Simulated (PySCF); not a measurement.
Molecule: C₂H₁₂BNSi₂, SMILES CN(C)B([SiH3])[SiH3]. Atoms near the plane z = 1.5 Å, at the GFN2-xTB optimised geometry (x, y, z in Å): B1 (0.3, -1.2, 1.5), N2 (-1.0, -1.2, 1.6), C3 (-2.0, -0.6, 0.7), C4 (-1.7, -2.0, 2.6), H5 (-2.6, -1.3, 0.2), H6 (-2.6, 0.1, 1.3), H7 (-1.5, 0.0, -0.1), H8 (-2.4, -1.3, 3.2), H9 (-2.4, -2.7, 2.1), H10 (-1.1, -2.5, 3.3), Si11 (1.2, -0.1, 0.0), H13 (2.6, -0.1, 0.0), H14 (0.8, 1.3, 0.0), Si15 (1.5, -2.1, 2.8), H16 (2.9, -1.9, 2.5), H17 (1.3, -3.6, 2.8).

Computed with CAM-B3LYP/def2-SVP (PySCF). Cells within 0.4 Å of a nucleus heavier than hydrogen are left out (blank, or x). The values are rescaled to run from 0 to 1.

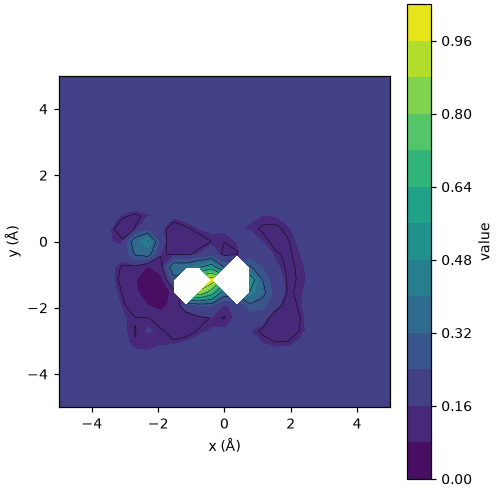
*a field on the plane z = 1.5 Å.*

Which quantity is mapped?
(A) electron localisation function
(B) deformation density (molecule minus spherical neutral atoms)
(C) log10 of the electron density
(D) electrostatic potential

B, deformation density (molecule minus spherical neutral atoms). In full: deformation density (molecule minus spherical neutral atoms) (e/bohr³).
